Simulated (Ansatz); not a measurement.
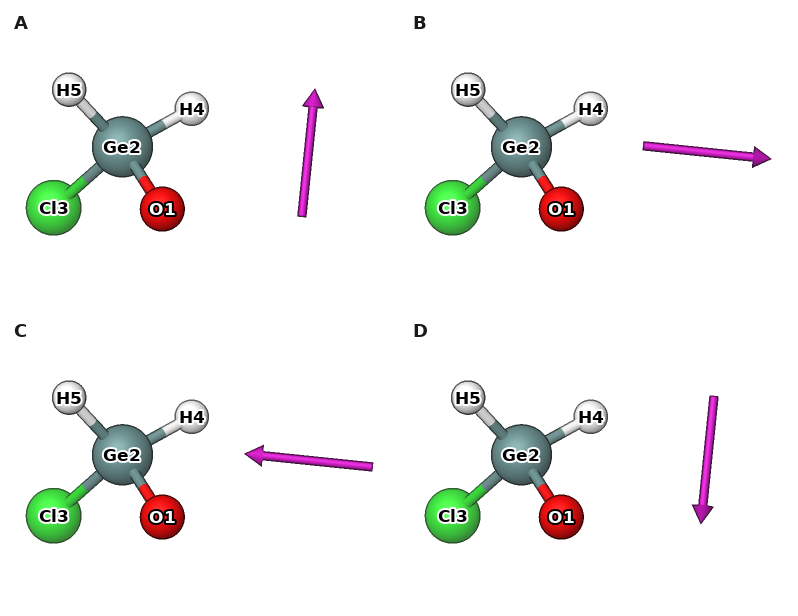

The same molecule four times, each with an arrow. State: neutral, doublet. The computed structure is the end point of a PBE-D4/def2-SVP optimisation. No frequency run is at hand to confirm it as a minimum. Level of theory: UKS PBE-D4/def2-SVP (Ansatz 0.2.0).

> Which arrow points along the dipole moment, from the negative to the positive end?

A. The dipole moment is 2.08 D; it points from the side of O1, Cl3 to the side of H4, H5 (the outermost atoms at the two ends).
